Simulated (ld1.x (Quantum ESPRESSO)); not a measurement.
# How the rcutus of the p waves shapes a PAW potential for N, part 2 of 2

Aim: generate and test one potential in full, then change the rcutus of the p waves and see what happens to hardness, ghosts and transferability.

ld1.x (Quantum ESPRESSO) 7.5; first potential PBE, non-relativistic. Earlier steps stand in the parts before.

**4. Scattering by logarithmic derivatives**

Taken from the files of the generation run. The phase is arctan(r·u′/u) with u = r·R, unwrapped, with energies in Ry. A pole is an energy at which the radial function vanishes at the test radius. The pseudo phase is shifted by a multiple of π to meet the all-electron one at the reference energy. Levels narrower than the energy grid can be missing from the poles. The last column is the largest difference on the grid between −1 and +1 Ry.

| channel | radius (bohr) | reference (Ry) | poles AE | poles PS | window around the reference with phases within 0.05 rad (Ry) | largest difference near zero (rad) |
| --- | --- | --- | --- | --- | --- | --- |
| s | 1.84 | -1.38 | -0.29 | -0.29 | the whole range | 0.000 |
| p | 1.84 | -0.54 | 0.49 | 0.49 | the whole range | 0.000 |

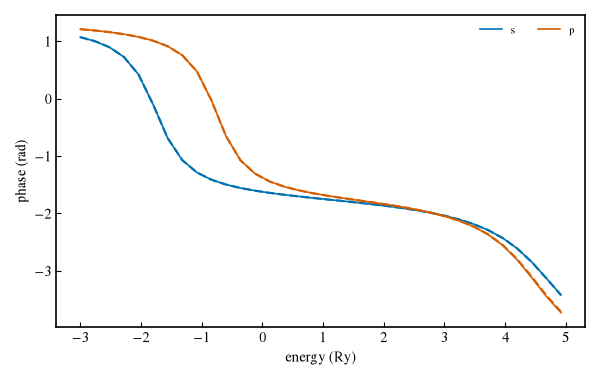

All-electron (solid) and pseudo (dashed) phases against energy.

**5. Plane-wave convergence, by spherical Bessel functions**

This step uses the generator's waves and projectors in a separate script. Basis: spherical Bessel functions vanishing at 20 bohr, q² up to the cutoff; potential fixed at the reference.

All-electron valence levels (Ry): 2s -1.3807, 2p -0.5371. The lowest levels of each channel (Ry) by cutoff; the last column sums, over occupied levels, occupation times the distance from the level at 400 Ry. A positive value at high cutoff is not a bound level.

| cutoff (Ry) | s #1 | p #1 | d #1 | f #1 | Σ f·Δε (mRy) |
| --- | --- | --- | --- | --- | --- |
| 8 | -1.3662 | -0.2816 | 0.0768 | 0.1195 | 916.7 |
| 12 | -1.3768 | -0.4369 | 0.0768 | 0.1195 | 357.1 |
| 18 | -1.3774 | -0.5230 | 0.0768 | 0.1195 | 55.1 |
| 25 | -1.3789 | -0.5366 | 0.0768 | 0.1195 | 5.2 |
| 30 | -1.3800 | -0.5370 | 0.0768 | 0.1195 | 2.1 |
| 40 | -1.3806 | -0.5371 | 0.0768 | 0.1195 | 0.8 |
| 50 | -1.3806 | -0.5372 | 0.0768 | 0.1195 | 0.4 |
| 400 | -1.3808 | -0.5372 | 0.0768 | 0.1195 | 0.0 |

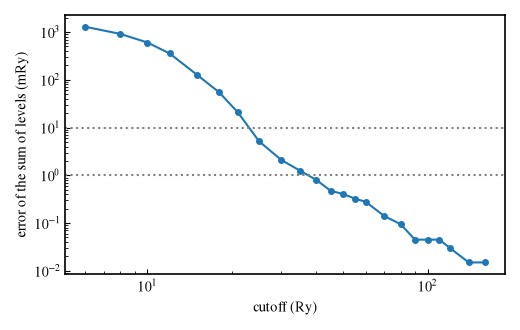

Occupation-weighted error of the valence levels against the cutoff; the dotted lines mark 10 and 1 mRy.

The sum stays within 10 mRy from 25 Ry and within 1 mRy from 40 Ry. The sum leaves out empty levels, which can need more. Ghost test: no level below the all-electron spectrum of its channel (s, p, d, f tested).

**6. Variant: rcutus of the p waves (bohr) = 2.08**

The input, N.in:

```
 &input
   title='N', zed=7., rel=0, dft='PBE', iswitch=3,
   config='[He] 2s1.5 2p3.5',
   nld=2, rlderiv=2.25, eminld=-3.0, emaxld=5.0, deld=0.02
 /
 &inputp
   pseudotype=3, lpaw=.true., tm=.true., lloc=-1, rcloc=1.65,
   nlcc=.true., new_core_ps=.true., rcore=0.85,
   which_augfun='PSQ', rmatch_augfun_nc=.true.,
   file_pseudopw='N.UPF', file_wfcaegen='ae.wfc', file_wfcncgen='nc.wfc', file_beta='beta', file_chi='chi', file_wfcusgen='us.wfc'
 /
4
2S  1  0   1.50   0.00  0.80  1.00  0.0
2S  1  0   0.00   2.10  0.80  1.00  0.0
2P  2  1   3.50   0.00  1.40  2.08  0.0
2P  2  1   0.00   0.35  1.40  2.08  0.0
 &test
   configts(1)='2s1.5 2p3.5'
 /
```

The run is started by

```console
$ ld1.x < N.in > N.out
```

What the program wrote to N.out (without the banner and most projector matrices):

```text
     Program LD1 v.7.5
     [... all-electron run as in step 2 ...]


     --------------------- Generating PAW atomic setup --------------------

      Generating local potential from pseudized AE potential:
      Matching radius rcloc =   1.6500

      Local pseudo, rcloc= 1.655 Estimated cut-off energy=     8.96 Ry

      Computing core charge for nlcc:

       r > 0.85 : true rho core
      Core charge pseudized with two Bessel functions
      Integrated core pseudo-charge :   0.15
      Wfc-us  2S rcutus= 1.004  Estimated cut-off energy=    43.96 Ry
      Wfc-us  2S rcutus= 1.004  Estimated cut-off energy=    51.09 Ry
      Wfc-us  2P rcutus= 2.073  Estimated cut-off energy=    18.58 Ry
      Wfc-us  2P rcutus= 2.073  Estimated cut-off energy=    32.21 Ry

     Required augmentation: PSQ   radius:    2.080000

     Q pseudized with Bessel functions
     Expected ecutrho=     293.2009 due to l1=  0   l2=  1

     Estimated PAW energy =  -27.172713 Ryd

     The PAW screened D coefficients
     0.40430     0.43568     0.00000     0.00000
     0.43568     0.44718     0.00000     0.00000
     0.00000     0.00000    -0.65444    -0.38314
     0.00000     0.00000    -0.38314    -0.34093

     The PAW descreened D coefficients (US)
     0.16470     0.17778     0.00000     0.00000
     0.17778     0.17065     0.00000     0.00000
     0.00000     0.00000     0.67173     0.33006
     0.00000     0.00000     0.33006     0.09868

     ------------------- End of pseudopotential generation -------------------

     [... all-electron run as in step 2 ...]


     Computing logarithmic derivative in   2.24872
     Computing logarithmic derivative in   2.24872
     Computing the partial wave expansion
     R is outside the sphere for l=    0 j= 0.00
     R is outside the sphere for l=    0 j= 0.00
     R is outside the sphere for l=    1 j= 0.00
     R is outside the sphere for l=    1 j= 0.00

     ---------------------- Testing the pseudopotential ----------------------

     N

     atomic number is  7.00   valence charge is  5.00
     dft = SLA  PW   PBX  PBC   lsd =0 sic =0 latt =0  beta=0.20 tr2=1.0E-14
     mesh =1085 r(mesh) =  99.89202 xmin = -7.00 dx = 0.01250

     n l     nl             e AE (Ry)        e PS (Ry)    De AE-PS (Ry)
     1 0     2S   1( 1.50)       -1.38070       -1.38070        0.00000
     2 1     2P   1( 3.50)       -0.53712       -0.53712        0.00000

     eps = 4.0E-15  iter =  2

     Etot =    -108.420994 Ry,     -54.210497 Ha,   -1475.142772 eV
     Etotps =   -27.172712 Ry,     -13.586356 Ha,    -369.703585 eV

     Ekin =      19.964425 Ry,       9.982213 Ha,     271.629843 eV
     Encl =     -50.316617 Ry,     -25.158308 Ha,    -684.592446 eV
     Ehrt =      16.238509 Ry,       8.119254 Ha,     220.936164 eV
     Ecxc =     -13.059029 Ry,      -6.529515 Ha,    -177.677145 eV
     (Ecc =      -0.143090 Ry,      -0.071545 Ha,      -1.946843 eV)

     ---------------------- End of pseudopotential test ----------------------
```

Wall time 1.4 s (1 thread, shared host). This counts the later configuration tests of the new file too.

The new file went through the configuration test as well (its log is not shown).

Excitation and ionisation energies from 2s1.5 2p3.5, with the error of the potential.

| valence configuration | charge | ΔE all-electron (eV) | error AE − PS (meV) |
| --- | --- | --- | --- |
| 2s2 2p3 | 0 | -5.735 | -0.1 |
| 2s2 2p2 | +1 | 7.862 | -2.7 |
| 2s2 2p1 | +2 | 36.721 | -17 |
| 2s1 2p3 | +1 | 19.609 | -3.6 |
| 2s2 2p3.3 | -0.3 | -7.356 | -0.1 |
| 2s1 2p4 | 0 | 5.742 | -0.1 |
| 2s2 2p2.5 | +0.5 | -0.639 | -0.4 |

Against the first potential, the loose cutoff goes from 25 Ry to 18 Ry, the largest test error goes from +2.4 to -17 meV and there is no bound ghost.

**7. Changed: rcutus of the p waves (bohr) = 2.38**

N.in: that of step 6 with these lines changed.

```diff
@@ -3,3 +3,3 @@
    config='[He] 2s1.5 2p3.5',
-   nld=2, rlderiv=2.25, eminld=-3.0, emaxld=5.0, deld=0.02
+   nld=2, rlderiv=2.60, eminld=-3.0, emaxld=5.0, deld=0.02
  /
@@ -14,4 +14,4 @@
 2S  1  0   0.00   2.10  0.80  1.00  0.0
-2P  2  1   3.50   0.00  1.40  2.08  0.0
-2P  2  1   0.00   0.35  1.40  2.08  0.0
+2P  2  1   3.50   0.00  1.40  2.38  0.0
+2P  2  1   0.00   0.35  1.40  2.38  0.0
  &test
```

The run is started by

```console
$ ld1.x < N.in > N.out
```

The output, N.out (without the banner and most projector matrices):

```text
     Program LD1 v.7.5
     [... all-electron run as in step 2 ...]


     --------------------- Generating PAW atomic setup --------------------

      Generating local potential from pseudized AE potential:
      Matching radius rcloc =   1.6500

      Local pseudo, rcloc= 1.655 Estimated cut-off energy=     8.96 Ry

      Computing core charge for nlcc:

       r > 0.85 : true rho core
      Core charge pseudized with two Bessel functions
      Integrated core pseudo-charge :   0.15
      Wfc-us  2S rcutus= 1.004  Estimated cut-off energy=    43.96 Ry
      Wfc-us  2S rcutus= 1.004  Estimated cut-off energy=    51.09 Ry
      Wfc-us  2P rcutus= 2.409  Estimated cut-off energy=    13.96 Ry
      Wfc-us  2P rcutus= 2.409  Estimated cut-off energy=    26.88 Ry

     Required augmentation: PSQ   radius:    2.380000

     Q pseudized with Bessel functions
     Expected ecutrho=     472.1275 due to l1=  0   l2=  1

     Estimated PAW energy =  -27.172712 Ryd

     The PAW screened D coefficients
     0.40430     0.43568     0.00000     0.00000
     0.43568     0.44718     0.00000     0.00000
     0.00000     0.00000    -0.60091    -0.29925
     0.00000     0.00000    -0.29925    -0.86427

     The PAW descreened D coefficients (US)
     0.16638     0.17926     0.00000     0.00000
     0.17926     0.17192     0.00000     0.00000
     0.00000     0.00000     1.07810     0.30587
     0.00000     0.00000     0.30587    -1.17908

     ------------------- End of pseudopotential generation -------------------

     [... all-electron run as in step 2 ...]


     Computing logarithmic derivative in   2.61264
     Computing logarithmic derivative in   2.61264
     Computing the partial wave expansion
     R is outside the sphere for l=    0 j= 0.00
     R is outside the sphere for l=    0 j= 0.00
     R is outside the sphere for l=    1 j= 0.00
     R is outside the sphere for l=    1 j= 0.00

     ---------------------- Testing the pseudopotential ----------------------

     N

     atomic number is  7.00   valence charge is  5.00
     dft = SLA  PW   PBX  PBC   lsd =0 sic =0 latt =0  beta=0.20 tr2=1.0E-14
     mesh =1085 r(mesh) =  99.89202 xmin = -7.00 dx = 0.01250

     n l     nl             e AE (Ry)        e PS (Ry)    De AE-PS (Ry)
     1 0     2S   1( 1.50)       -1.38070       -1.38070        0.00000
     2 1     2P   1( 3.50)       -0.53712       -0.53712       -0.00000

     eps = 1.3E-15  iter =  1

     Etot =    -108.420994 Ry,     -54.210497 Ha,   -1475.142772 eV
     Etotps =   -27.172713 Ry,     -13.586356 Ha,    -369.703588 eV

     Ekin =      19.964426 Ry,       9.982213 Ha,     271.629850 eV
     Encl =     -50.316618 Ry,     -25.158309 Ha,    -684.592459 eV
     Ehrt =      16.238509 Ry,       8.119254 Ha,     220.936168 eV
     Ecxc =     -13.059029 Ry,      -6.529515 Ha,    -177.677147 eV
     (Ecc =      -0.143090 Ry,      -0.071545 Ha,      -1.946843 eV)

     ---------------------- End of pseudopotential test ----------------------
```

Run time: 1.4 s. Hardware: 1 thread, shared host. This counts the later configuration tests of the new file too.

The test run was repeated on this file; only its results are given.

Excitation and ionisation energies from 2s1.5 2p3.5, with the error of the potential. A star marks tests that logged a warning.

| valence configuration | charge | ΔE all-electron (eV) | error AE − PS (meV) |
| --- | --- | --- | --- |
| 2s2 2p3 | 0 | -5.735 | -0.1 |
| 2s2 2p2 | +1 | 7.862 | -12 |
| 2s2 2p1 * | +2 | 36.721 | -53 |
| 2s1 2p3 | +1 | 19.609 | -17 |
| 2s2 2p3.3 | -0.3 | -7.356 | -0.4 |
| 2s1 2p4 | 0 | 5.742 | -0.1 |
| 2s2 2p2.5 | +0.5 | -0.639 | -2.2 |

Compared with the first run, the loose cutoff goes from 25 Ry to 12 Ry, the largest test error goes from +2.4 to -53 meV and there is no bound ghost.

**8. All runs side by side**

The summary covers parts 1 to 2.

Cutoffs, loose and tight: the cutoffs (Ry, on a coarse ladder) from which the occupation-weighted sum of valence levels, in a spherical-Bessel basis at the reference potential, stays within 10 and 1 mRy of its value at 400 Ry; empty and scattering waves don't count. The number of plane waves in a given cell goes as the cutoff to the power 3/2; it is given for the loose cutoff, relative to the first potential. Test errors are all-electron less pseudo. The phase difference is the largest within 1 Ry of zero, over the channels with partial waves.

| rcutus of the p waves (bohr) | outcome | cutoff, loose | cutoff, tight | plane waves, relative | bound ghosts | largest test error (meV) | phase difference near zero (rad) | lowest overlap eigenvalue (Bessel basis) |
| --- | --- | --- | --- | --- | --- | --- | --- | --- |
| 1.7 (first) | generated | 25 Ry | 40 Ry | 1.00 | none | +2.4 | 0.000 | 0.637 |
| 2.08 | generated | 18 Ry | 35 Ry | 0.61 | none | -17 | 0.000 | 0.637 |
| 2.38 | generated | 12 Ry | 35 Ry | 0.33 | none | -53 | 0.002 | 0.250 |

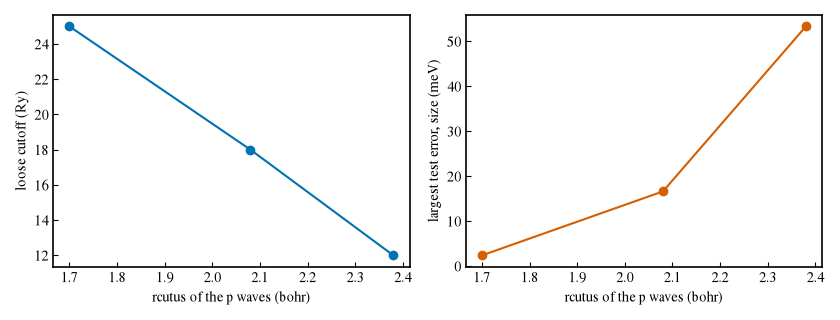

The series at a glance.

What this shows: The loose cutoff is 25 Ry at 1.7, 18 Ry at 2.08 and 12 Ry at 2.38. The largest test error is 2.4 meV at 1.7, 17 meV at 2.08 and 53 meV at 2.38.

The first potential by itself. The worst unpolarised test, 2s2 2p1, is off by 2.4 meV on 36.7 eV; by total energies transferability rates as very good. The potential is soft on the atom at that tolerance: the looser tolerance needs 25 Ry. It is free of bound ghosts as far as tested.
